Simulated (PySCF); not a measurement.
**Single-point calculation, with input and output: AlF$_{2}$**

- system: AlF$_{2}$, multiplicity 2, SMILES [F][Al][F]
- method: RPA/STO-6G, UHF (PySCF 2.14.0)

The geometry comes from this level: PBE0-D4/def2-TZVP.

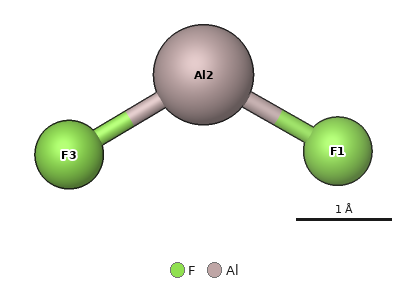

Fig. 1: The structure as given in the input (ball-and-stick view, seen on its broad side; atoms are numbered from 1 in the order of the input). Sticks mark near contacts.

Key numbers:

| quantity | value |
| --- | --- |
| outcome | converged |
| total energy | −438.979779 hartree |
| SCF energy | −438.918158 hartree |
| correlation energy | −0.061622 hartree |
| basis functions | 19 |
| ⟨S²⟩ | 0.758 |
| hardware | 1 thread of Arm Neoverse V1, 24 GiB of memory available, shared host |
| wall time | 1.3 s |
| peak memory | 0.12 GiB |

Input (input.py):
```python
from pyscf import gto
from pyscf.gw.urpa import URPA

system = gto.M(
    atom=[
    ('F', (0.533000, -1.361200, 0.136400)),
    ('Al', (0.388700, 0.275400, 0.245200)),
    ('F', (-0.932500, 1.021000, -0.394800)),
],
    charge=0,
    basis='sto-6g',
    max_memory=1860,
    spin=1,
    verbose=3,
)

mf = system.UHF()
mf.conv_tol = 1e-10
mf.kernel()
if not mf.converged:
    mf = mf.newton().run(mf.mo_coeff, mf.mo_occ)

rpa = URPA(mf, frozen=7)
rpa.kernel()
e_exx = mf.e_tot
e_final = e_exx + rpa.e_corr
print(f'total energy: {e_final:.8f} hartree')
```

Launch command:
```bash
OMP_NUM_THREADS=1 python input.py
```

The program's output:
```
WARN: HOMO -0.151334267956424 >= LUMO -0.151334267956424

converged SCF energy = -438.918157833592  <S^2> = 0.75781322  2S+1 = 2.007798

WARN: Even tempered Gaussians are generated as DF auxbasis for  F Al

E(URPA) = -438.979056109756  E_corr = -0.0616215926788364  E_hf = -438.917434517078
total energy: -438.97977943 hartree
```
